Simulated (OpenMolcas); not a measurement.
**Ho³⁺: multiconfigurational calculation (part 2 of 2)**

Continued. System: Ho³⁺, among 8 point charges of −1 e at 2.69 Å, cube (Oh), whose field is part of the energies. Method: state-averaged CASSCF, active space 10 electrons in the shell 4f, basis ANO-RCC-VDZP, DKH2 scalar Hamiltonian, spin-orbit coupling by RASSI with atomic mean-field integrals (OpenMolcas).

## The program's output (extracts), continued
```
--- RASSI ---
SPIN-FREE ENERGIES:
  (Shifted by EMIN (a.u.) =     -12608.2849160298)

 SF State       Relative EMIN(au)   Rel lowest level(eV)    D:o, cm**(-1)      L_eff

     1             0.0000000000        0.0000000000              0.0000         6.0
     2             0.0000492707        0.0013407227             10.8137         6.0
     3             0.0000492707        0.0013407227             10.8137         6.0
     4             0.0000492707        0.0013407227             10.8137         6.0
     5             0.0000923470        0.0025128909             20.2678         6.0
     6             0.0000923470        0.0025128909             20.2678         6.0
     7             0.0000923470        0.0025128909             20.2678         6.0
     8             0.0001237758        0.0033681124             27.1657         6.0
     9             0.0003844065        0.0104602327             84.3675         6.0
    10             0.0003844065        0.0104602327             84.3675         6.0
    11             0.0003844065        0.0104602327             84.3675         6.0
    12             0.0003960953        0.0107783031             86.9329         6.0
    13             0.0003960953        0.0107783031             86.9329         6.0
    14             0.0808564302        2.2002155534          17745.9352         3.0
    15             0.0811592619        2.2084560235          17812.3991         3.0
    16             0.0811592619        2.2084560235          17812.3991         3.0
    17             0.0811592619        2.2084560235          17812.3991         3.0
    18             0.0811653159        2.2086207596          17813.7278         0.0
    19             0.0812793143        2.2117228151          17838.7475         3.0
    20             0.0812793143        2.2117228151          17838.7475         3.0
    21             0.0812793143        2.2117228151          17838.7475         3.0
    31             0.0966149071        2.6290255548          21204.5211         7.0
    32             0.0966149071        2.6290255548          21204.5211         7.0
    33             0.0966149071        2.6290255548          21204.5211         7.0
    34             0.0966199097        2.6291616807          21205.6191         7.0
    35             0.0966199097        2.6291616807          21205.6191         7.0
    36             0.0966230757        2.6292478336          21206.3139         7.0
    37             0.0966230757        2.6292478336          21206.3139         7.0
    38             0.0966230757        2.6292478336          21206.3139         7.0
    39             0.0966582707        2.6302055367          21214.0383         7.0
    40             0.0966627268        2.6303267937          21215.0163         7.0
    41             0.0966627268        2.6303267937          21215.0163         7.0
    42             0.0966627268        2.6303267937          21215.0163         7.0
    43             0.0966667533        2.6304363616          21215.9000         7.0
    44             0.0966667533        2.6304363616          21215.9000         7.0
    45             0.0966667533        2.6304363616          21215.9000         7.0
    46             0.1233835397        3.3574371565          27079.5569         5.0
    47             0.1233835397        3.3574371565          27079.5569         5.0
    48             0.1233835397        3.3574371565          27079.5569         5.0
    49             0.1234253411        3.3585746283          27088.7312         5.0
Eigenvalues of complex Hamiltonian:
   -----------------------------------
  (Shifted by EMIN (a.u.) =     -12608.2849160298)

 SO State       Relative EMIN(au)   Rel lowest level(eV)    D:o, cm**(-1)     J-value

     1            -0.0368482841        0.0000000000              0.0000         6.5
     2            -0.0368482841        0.0000000000              0.0000         6.5
     3            -0.0368482841        0.0000000000              0.0000         6.3
     4            -0.0368358728        0.0003377296              2.7240         6.1
     5            -0.0368358728        0.0003377296              2.7240         6.8
     6            -0.0368136654        0.0009420220              7.5979         6.3
     7            -0.0368136654        0.0009420220              7.5979         6.5
     8            -0.0368136654        0.0009420220              7.5979         6.6
     9            -0.0366480144        0.0054496158             43.9541         7.2
    10            -0.0366480144        0.0054496158             43.9541         6.0
    11            -0.0366480144        0.0054496159             43.9541         6.0
    12            -0.0366017741        0.0067078786             54.1027         5.3
    13            -0.0366017741        0.0067078786             54.1027         7.4
    14            -0.0365840053        0.0071913928             58.0025         7.6
    15            -0.0365840053        0.0071913929             58.0025         3.1
    16            -0.0365840053        0.0071913928             58.0025         7.6
    17            -0.0365613009        0.0078092110             62.9855         6.4
    18            -0.0131465538        0.6449569382           5201.9285         6.0
    19            -0.0131465538        0.6449569383           5201.9285         5.4
    20            -0.0131465538        0.6449569382           5201.9285         5.4
    21            -0.0131231607        0.6455934963           5207.0627         5.8
    22            -0.0131231607        0.6455934963           5207.0627         5.4
    23            -0.0131052816        0.6460800129           5210.9867         4.4
    24            -0.0131052816        0.6460800129           5210.9867         6.2
    25            -0.0131052816        0.6460800129           5210.9867         6.1
    26            -0.0130643821        0.6471929439           5219.9631         5.6
    27            -0.0130003706        0.6489347847           5234.0120         5.1
    28            -0.0130003706        0.6489347847           5234.0120         6.5
    29            -0.0130003706        0.6489347847           5234.0120         5.1
    30            -0.0129859812        0.6493263398           5237.1701         6.4
    31            -0.0129859812        0.6493263399           5237.1701         5.1
    32            -0.0129859812        0.6493263399           5237.1701         5.3
    33             0.0040138630        1.1119156665           8968.2047         4.8
    34             0.0040281096        1.1123033367           8971.3314         4.9
    35             0.0040281096        1.1123033367           8971.3314         4.9
    36             0.0040281096        1.1123033367           8971.3314         4.7
    37             0.0040376206        1.1125621434           8973.4189         5.6
    38             0.0040376206        1.1125621435           8973.4189         4.4
    39             0.0040376206        1.1125621435           8973.4189         4.3
    40             0.0041267382        1.1149871588           8992.9779         5.8
    41             0.0041267382        1.1149871589           8992.9779         3.5
Weights of the five most important spin-orbit-free states for each spin-orbit state.

 SO State  Total energy (au)           Spin-free states, spin, and weights
 -------------------------------------------------------------------------------------------------------
    1        -0.036848       1 2.0  0.2497    3 2.0  0.1858    2 2.0  0.1721    4 2.0  0.1173    5 2.0  0.0917
    2        -0.036848       1 2.0  0.2497    4 2.0  0.1956    3 2.0  0.1516    2 2.0  0.1280    7 2.0  0.1063
    3        -0.036848       1 2.0  0.2497    2 2.0  0.1751    4 2.0  0.1623    3 2.0  0.1379    6 2.0  0.0912
    4        -0.036836       1 2.0  0.2108    4 2.0  0.1874    2 2.0  0.1482    5 2.0  0.1174    8 2.0  0.0972
    5        -0.036836       3 2.0  0.2156    1 2.0  0.2108    6 2.0  0.1141    8 2.0  0.0972    7 2.0  0.0938
    6        -0.036814       3 2.0  0.1870    7 2.0  0.1646    8 2.0  0.1601    6 2.0  0.1551    5 2.0  0.1462
    7        -0.036814       5 2.0  0.1943    6 2.0  0.1734    8 2.0  0.1601    2 2.0  0.1467    4 2.0  0.1052
    8        -0.036814       7 2.0  0.2031    8 2.0  0.1601    4 2.0  0.1459    6 2.0  0.1374    5 2.0  0.1254
    9        -0.036648      10 2.0  0.1633    9 2.0  0.1575   11 2.0  0.1274    6 2.0  0.1112    4 2.0  0.0820
   10        -0.036648      11 2.0  0.1622    9 2.0  0.1543   10 2.0  0.1317    7 2.0  0.1214    2 2.0  0.0707
   11        -0.036648      11 2.0  0.1586   10 2.0  0.1532    9 2.0  0.1364    5 2.0  0.1009   13 2.0  0.0922
   12        -0.036602      11 2.0  0.2328    8 2.0  0.1596   12 2.0  0.1399   13 2.0  0.1399    9 2.0  0.1025
```

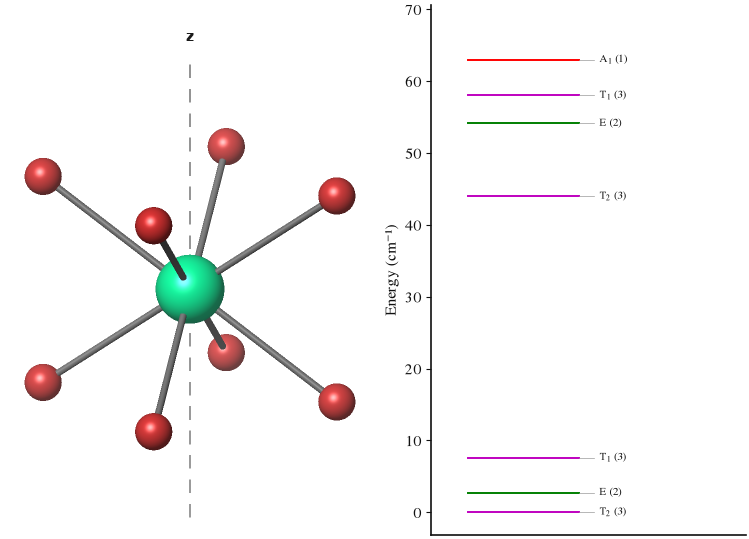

Ho³⁺ (4f¹⁰) among 8 point charges of −1 e at 2.69 Å, arranged as: cube (Oh), with its levels. Labels give the representation in O, Td, D4 or D3 as the site allows (double group for half-integer spin) where it could be assigned and, in brackets, the degeneracy; spin-free states, where drawn, share the zero of the spin-orbit levels. The ground level is T₂, 3-fold degenerate, 94 % from states of spin multiplicity 5 (of the 210 states of multiplicity 3, 106 enter the spin-orbit step), effective J = 8.00, with |mJ| = 5 the largest share (55 %). The next level lies at 2.7 cm⁻¹ (E). The lowest J multiplet spreads over 63 cm⁻¹.

## Key numbers

- outcome: converged
- energy of the lowest spin-free term: −12608.28492 hartree
- energy of the lowest spin-orbit level: −12608.32176 hartree
- largest spread among components of a term: 0.6 cm⁻¹
- hardware: 1 thread of Intel Xeon (Sapphire Rapids), 360 GiB of memory available, shared host
- wall time: 83 s

## Remarks

Without dynamic correlation the splittings between terms come out too large, often by 20 to 50 %. Limits: high states of lower spin left out of the spin-orbit mixing; point charges have no covalency; spin-free states above about 46,000 cm⁻¹ are left out of the spin-orbit step.
